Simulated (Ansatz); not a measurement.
A ladder of methods for [CuH2]− (SMILES [H][Cu-][H])

The species is [CuH2]− (3 atoms), meant as a singlet with charge -1. As SMILES, `[H][Cu-][H]`. The shape comes from GFN2-xTB, which is rough for such elements, and wasn't checked as a minimum.

| atom | x (Å) | y (Å) | z (Å) |
| --- | --- | --- | --- |
| Cu | 0.0002 | 0.0001 | 0.0000 |
| H | -0.0176 | -0.0217 | 1.5527 |
| H | 0.0174 | 0.0216 | -1.5527 |

Quantity: the energy change with the Cu1–H3 bond stretched from 1.553 to 3.106 Å, in eV. The values are calculated.

```json
{"level": "HF/STO-3G (restricted)", "kind": "Hartree–Fock", "program": "Ansatz", "value (eV)": "6.43", "less FCI/STO-3G": "+3.49"}
{"level": "SVWN5/STO-3G (restricted)", "kind": "LDA", "program": "Ansatz", "value (eV)": "4.81", "less FCI/STO-3G": "+1.87"}
{"level": "revPBE/STO-3G (restricted)", "kind": "GGA", "program": "Ansatz", "value (eV)": "4.34", "less FCI/STO-3G": "+1.40"}
{"level": "MP2/STO-3G (restricted)", "kind": "perturbation theory", "program": "Ansatz", "value (eV)": "4.69", "less FCI/STO-3G": "+1.75"}
{"level": "FCI/STO-3G", "kind": "exact in the basis", "program": "Ansatz", "value (eV)": "2.94", "less FCI/STO-3G": "0.00"}
```

FCI/STO-3G is exact within its basis and frozen core, so for wave-function methods in that basis the difference is their error; functionals converge differently with the basis, so for them it is only a difference. A spin-restricted reference rises too steeply as a bond breaks; here HF/STO-3G, SVWN5/STO-3G, revPBE/STO-3G, MP2/STO-3G lie well above the multireference or unrestricted value. Sets without diffuse functions describe the anion poorly. The first shape isn't each level's own minimum. The values span 2.94 to 6.43 eV. All rows use very small basis sets, so none should be taken for the real molecule's value.

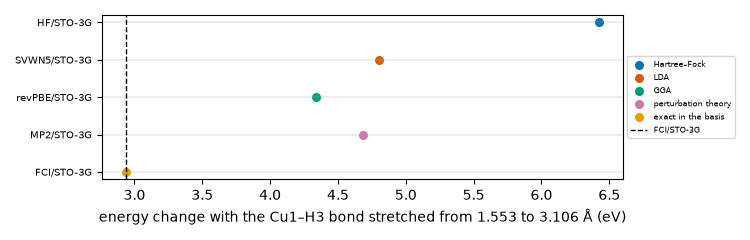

The values of the table, level by level.
